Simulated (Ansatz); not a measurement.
## Electronic structure of CH6OSi in real space

Input file:

```
crystal:
  periodic: [false, false, false]
  atoms:
    - { symbol: Si, position_ang: [-0.019765, 0.028609, 0.156457] }
    - { symbol: H, position_ang: [0.113992, 0.002441, 1.603564] }
    - { symbol: H, position_ang: [1.43218, 0.017211, 0.203963] }
    - { symbol: C, position_ang: [-0.79135, 1.560617, -0.578647] }
    - { symbol: H, position_ang: [-1.866133, 1.597009, -0.360914] }
    - { symbol: H, position_ang: [-0.321961, 2.459732, -0.160233] }
    - { symbol: H, position_ang: [-0.665455, 1.582073, -1.66765] }
    - { symbol: O, position_ang: [-0.764119, -1.301808, -0.517207] }
    - { symbol: H, position_ang: [-0.61949, -2.141983, -0.060734] }
basis:
  gaussian: { orbitals: "6-31G*" }
hamiltonian:
  xc: b3lyp
  dispersion: d4
relax:
  f_tol: 0.03
  max_steps: 50
output:
  orbitals: {}
```

Command:

```sh
ansatz run input.yaml --threads 1 --pin off --max-ram 2048MiB --backend cpu --events-out ev --progress --plain --runs-dir out
```

The fields are those of the run's last geometry, not of the input's.

The calculation used RKS B3LYP-D4/6-31G* (Ansatz 0.2.0).

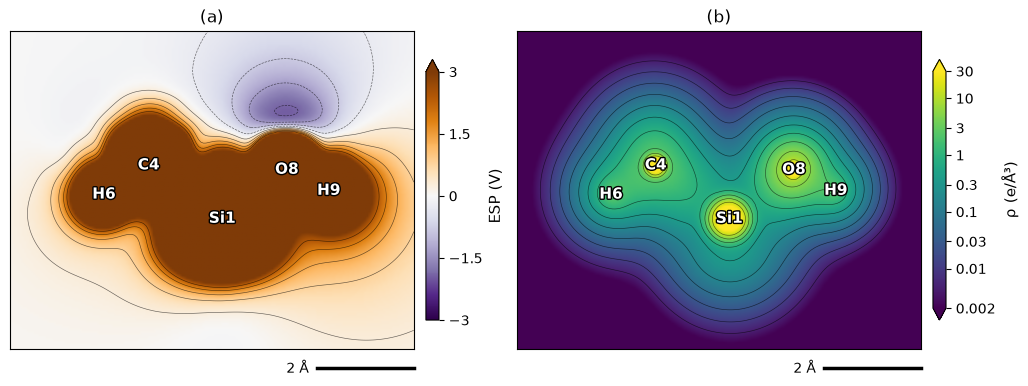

Figure 1. (a) molecular electrostatic potential; (b) total electron density on the plane of atoms Si1, O8 and H9.

**Interpret the plot.**

The section cuts through Si, C, H and O sites. Si–O (1.67 Å): the density is about 1.1 e/Å³ at the midpoint. C–Si (1.87 Å): ρ is about 0.98 e/Å³ halfway. O–H (0.97 Å): the density is about 3.5 e/Å³ at the midpoint. C–H (1.10 Å): the density is about 1.9 e/Å³ at the midpoint. Outside the dense part of the molecule the potential is most negative (−2.0 V) near O8.

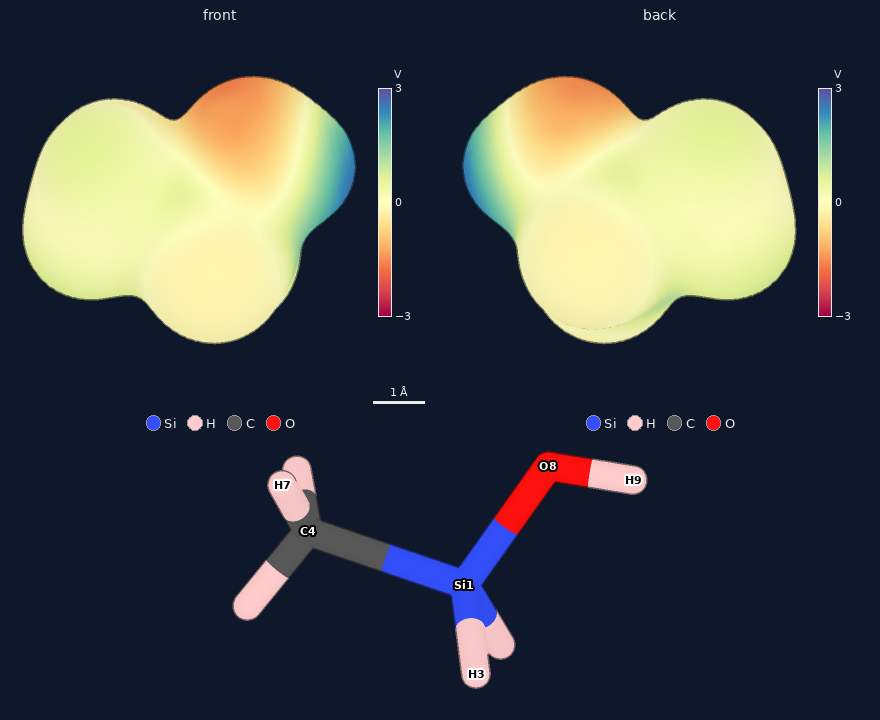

Figure 2. The molecular electrostatic potential painted on the density surface at 0.002 e/bohr³, seen from the front and from behind; red is negative and blue positive. The bare structure is drawn below in the same view.

**Where is the surface potential most negative and most positive?**

The most negative region (about −1.6 V) lies over O8, the most positive (about +2.5 V) over H9. O8 is the likeliest acceptor of a hydrogen bond.

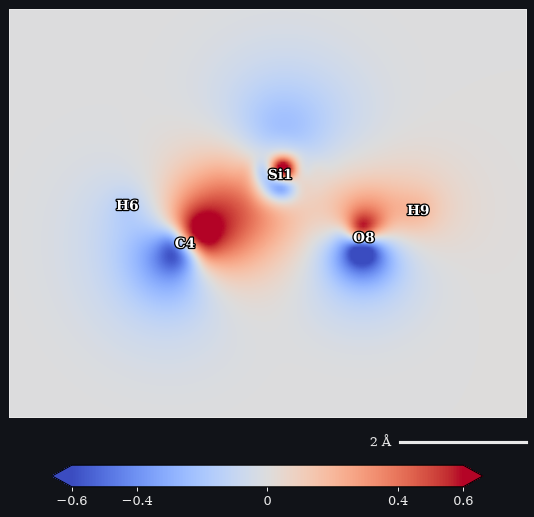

Figure 3. The HOMO−1 on the plane of atoms Si1, C4 and H6 (values in Å⁻³ᐟ²; the overall sign is arbitrary).

**Describe this orbital and give its energy.**

Its weight (Hirshfeld) is mainly on C4 (about 30 %), Si1 (about 25 %), O8 (about 15 %), H2 (about 10 %) and H3 (about 10 %). Its energy is −8.47 eV.
